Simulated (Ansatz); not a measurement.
**UB3LYP/6-31G(d) (spherical functions) run of Si2NH5F (SMILES F[SiH2]N[SiH2])**

Aim: the vertical doublet–quartet gap of Si2NH5F at UB3LYP/6-31G* (spherical functions), from 2 runs. 

Program for the calculation: Ansatz 0.2.0.

74 further runs of the same task are left out: 74 set aside as unsound or not needed.

**1. The molecule**

Si2NH5F has 9 atoms, charge 0, and is taken as a doublet. SMILES: `F[SiH2]N[SiH2]`. The coordinates come from a PBE0-D4/def2-TZVP relaxation. This is one conformer, not always the lowest.

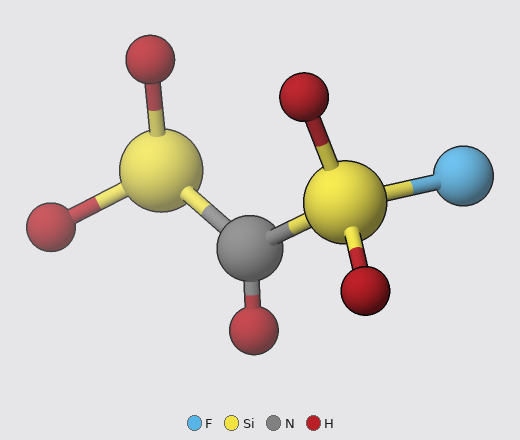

The structure, seen from a chosen angle (fluorine blue, silicon yellow, nitrogen grey, hydrogen red).

**2. A single-point energy at UB3LYP/6-31G(d) (spherical functions)**

File input.yaml:

```yaml
crystal:
  periodic: [false, false, false]
  atoms:
    - {symbol: F, position_ang: [-1.778200, 1.208900, -1.181800]}
    - {symbol: Si, position_ang: [-0.288000, 1.123600, -0.604900]}
    - {symbol: "N", position_ang: [0.241500, -0.491400, -0.403000]}
    - {symbol: Si, position_ang: [0.023600, -1.533600, 0.967900]}
    - {symbol: H, position_ang: [0.576300, 1.799100, -1.598800]}
    - {symbol: H, position_ang: [-0.302800, 1.779800, 0.718800]}
    - {symbol: H, position_ang: [0.600400, -0.942200, -1.234500]}
    - {symbol: H, position_ang: [-0.246300, -0.650000, 2.136200]}
    - {symbol: H, position_ang: [1.261800, -2.340700, 1.182700]}
basis:
  gaussian: {orbitals: 6-31G_st_-spherical.json}
output: {orbitals: {seedname: orbitals}}
accuracy: high
hamiltonian: {xc: {name: B3LYP}}
magnetization: {spin_polarized: true, initial_magnetization: 1}
```

The basis set 6-31G* is read from a file made from the Basis Set Exchange's data (not shown).

Command:

```sh
$ ansatz run input.yaml --threads 1 --pin off --max-ram 3480MiB --events-out events.jsonl --progress --plain --runs-dir runs
```

Log:

```text
Warning: RAYON_NUM_THREADS=1 ignored (pool sized by the plan → 1); use --threads N
Functional definition: B3LYP
  name "B3LYP"
  parameter a0 = 0.2
  parameter ax = 0.72
  parameter ac = 0.81
  exchange = (1 - a0 - ax)*slater_x + ax*b88_x + a0*exact_x
  correlation = (1 - ac)*vwn_rpa_c + ac*lyp_c
1686 factors; integrals over basis functions are off by at most 3.6e-9 eV
mean field evaluation 1: about -20037.6349 eV, gradient 4.3e1 eV
mean field evaluation 2: about -20020.4450 eV, gradient 7.1e1 eV
mean field evaluation 4: about -20044.5429 eV, gradient 5.4e0 eV
mean field evaluation 8: about -20044.8131 eV, gradient 2.2e-1 eV
mean field evaluation 16: about -20044.8134 eV, gradient 4.6e-5 eV
mean field -20044.81344320 eV, -736.6333071751 hartree, gradient 4.5e-8 eV, S^2 0.751352; 0 other end points of the search recorded, 0 dependent functions left out
reference -20044.81348590 eV, -736.6333087444 hartree; 25, 24 occupied and 49, 50 virtual orbitals, 1686 factors
Total energy: -20044.81348590 eV, -736.6333087444 hartree
```

Run time: 14 s. Hardware: 1 thread of Arm Neoverse V2, shared host; peak memory 0.36 GiB.

**3. The quartet, same level**

File in.yaml:

```yaml
crystal:
  periodic: [false, false, false]
  atoms:
    - {symbol: F, position_ang: [-1.778200, 1.208900, -1.181800]}
    - {symbol: Si, position_ang: [-0.288000, 1.123600, -0.604900]}
    - {symbol: N, position_ang: [0.241500, -0.491400, -0.403000]}
    - {symbol: Si, position_ang: [0.023600, -1.533600, 0.967900]}
    - {symbol: H, position_ang: [0.576300, 1.799100, -1.598800]}
    - {symbol: H, position_ang: [-0.302800, 1.779800, 0.718800]}
    - {symbol: H, position_ang: [0.600400, -0.942200, -1.234500]}
    - {symbol: H, position_ang: [-0.246300, -0.650000, 2.136200]}
    - {symbol: H, position_ang: [1.261800, -2.340700, 1.182700]}
basis:
  gaussian:
    orbitals: 6-31G_st_-spherical.json
magnetization:
  spin_polarized: true
  initial_magnetization: 3
hamiltonian:
  xc: {name: B3LYP}
accuracy: high
output: {orbitals: {seedname: orbitals}}
```

The basis set 6-31G* is read from a file made from the Basis Set Exchange's data (not shown).

Command:

```sh
$ ansatz run in.yaml --threads 1 --pin off --max-ram 3480MiB --events-out events.jsonl --progress --plain --runs-dir runs
```

Log:

```text
Warning: RAYON_NUM_THREADS=1 ignored (pool sized by the plan → 1); use --threads N
Functional definition: B3LYP
  name "B3LYP"
  parameter a0 = 0.2
  parameter ax = 0.72
  parameter ac = 0.81
  exchange = (1 - a0 - ax)*slater_x + ax*b88_x + a0*exact_x
  correlation = (1 - ac)*vwn_rpa_c + ac*lyp_c
1685 factors; integrals over basis functions are off by at most 3.8e-9 eV
mean field evaluation 1: about -20027.1413 eV, gradient 4.6e1 eV
mean field evaluation 2: about -19985.8974 eV, gradient 9.1e1 eV
mean field evaluation 4: about -20034.2993 eV, gradient 2.4e1 eV
mean field evaluation 8: about -20037.5813 eV, gradient 5.2e-1 eV
mean field evaluation 16: about -20037.7950 eV, gradient 1.4e-2 eV
mean field evaluation 32: about -20037.7950 eV, gradient 9.8e-7 eV
mean field -20037.79496398 eV, -736.3753828212 hartree, gradient 5.0e-8 eV, S^2 3.753886; 5 other end points of the search recorded, 0 dependent functions left out
reference -20037.79500733 eV, -736.3753844142 hartree; 26, 23 occupied and 48, 51 virtual orbitals, 1685 factors
Total energy: -20037.79500733 eV, -736.3753844142 hartree
```

Run time: 22 s. Hardware: 1 thread of Arm Neoverse V2, shared host; peak memory 0.36 GiB.

**4. Summary of results**

Level: UB3LYP/6-31G* (spherical functions).

```
                                        quantity          value
                           doublet: total energy  -736.63331 Eh
     doublet: HOMO energy (highest over α and β)       -5.37 eV
      doublet: LUMO energy (lowest over α and β)       -2.43 eV
                                   doublet: ⟨S²⟩          0.751
                           quartet: total energy  -736.37538 Eh
     quartet: HOMO energy (highest over α and β)       -1.77 eV
                                   quartet: ⟨S²⟩          3.754
vertical energy of the quartet above the doublet       7.018 eV
```

**Reading.** At this shape the quartet lies 7.02 eV (677 kJ/mol) above the doublet.
